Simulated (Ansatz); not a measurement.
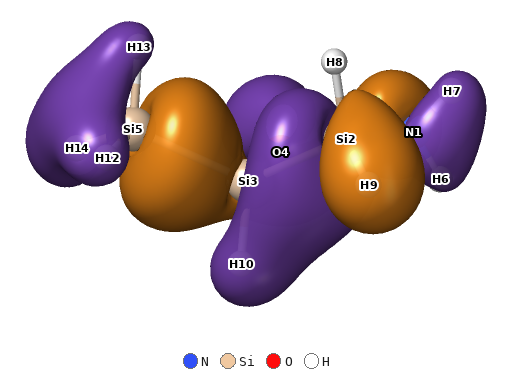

H₉NOSi₃ (SMILES N[SiH2][SiH](O)[SiH3]). The HOMO at ±0.06 Å⁻³ᐟ² (orange and purple are the two phases), seen from one side.

Level of theory: RKS PBE/def2-SVP in Ansatz 0.2.0.

```yaml
atoms:
  - { symbol: N, position_ang: [-1.5148, -0.4849, 1.8570] }
  - { symbol: Si, position_ang: [-1.4005, 0.4045, 0.3106] }
  - { symbol: Si, position_ang: [0.3710, -0.8594, -0.6295] }
  - { symbol: O, position_ang: [0.9795, -1.5136, 0.8079] }
  - { symbol: Si, position_ang: [1.9967, 0.4058, -1.7712] }
  - { symbol: H, position_ang: [-2.0632, -1.3525, 1.8371] }
  - { symbol: H, position_ang: [-1.7996, 0.0590, 2.6789] }
  - { symbol: H, position_ang: [-0.9718, 1.7970, 0.6923] }
  - { symbol: H, position_ang: [-2.6941, 0.5132, -0.4638] }
  - { symbol: H, position_ang: [-0.1467, -1.9285, -1.5678] }
  - { symbol: H, position_ang: [0.3302, -1.2775, 1.5222] }
  - { symbol: H, position_ang: [1.3960, 0.9461, -3.0454] }
  - { symbol: H, position_ang: [2.4497, 1.5714, -0.9311] }
  - { symbol: H, position_ang: [3.2018, -0.4227, -2.1317] }
```

Describe this orbital and give its energy.

Answer. It lies mainly on Si3 (about 20 %), O4 (about 20 %), Si5 (about 20 %), Si2 (about 10 %) and N1 (about 10 %). Its energy is −6.20 eV.
